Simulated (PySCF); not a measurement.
# CH6GeNP: the cost of one run

Programs: PySCF 2.14.0, with density-fitted response routines of our own. Each step states its level of theory. These are calculated values for one molecule in the gas phase, unless marked as measured. Atoms count from 0, in the outputs and in this text.

**1. The molecule as given**

10 atoms, charge 0, multiplicity 1; geometry from: GFN2-xTB. The atoms were then displaced at random by about 0.01 Å, so the start is not that level's minimum.

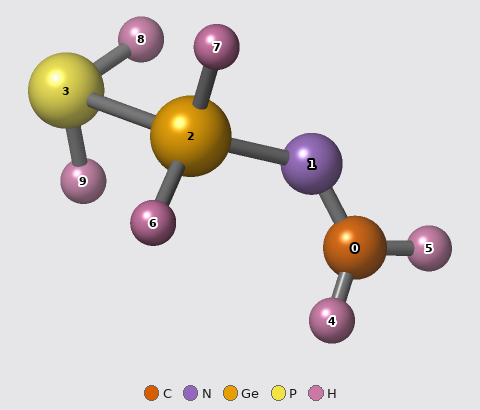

The starting geometry (carbon orange, nitrogen purple, germanium amber, phosphorus yellow, hydrogen pink), atoms numbered; sticks join atoms by distance.

**2. Optimising the geometry at PBE0-D3(BJ)/def2-SVP**

What the job is given:

```
{"job": {"xc": "PBE0", "basis": "def2-SVP", "d3": "d3bj", "grid": 1, "shake": 0.01, "kind": "geom"}, "charge": 0, "multiplicity": 1}
C     -1.582930     0.589660     0.967990
N     -1.009620     0.395600    -0.115170
Ge     0.206080    -0.908120    -0.537850
P      2.316650     0.074410    -0.848700
H     -1.509140     0.010140     1.865240
H     -2.289600     1.465700     1.025730
H      0.266420    -2.059090     0.471150
H     -0.307630    -1.450170    -1.823320
H      1.704680     1.180440    -1.439090
H      2.255520     0.680500     0.412960
```

On the command line:

```sh
OMP_NUM_THREADS=1 python probes_run.py task.json out
```

One launch serves the whole session: the jobs run in the order shown.

**Question.** How long does this first job take on 1 thread of Arm Neoverse V2, shared host, and how much memory does it need?

About 34 s, with a peak of 0.5 GiB.
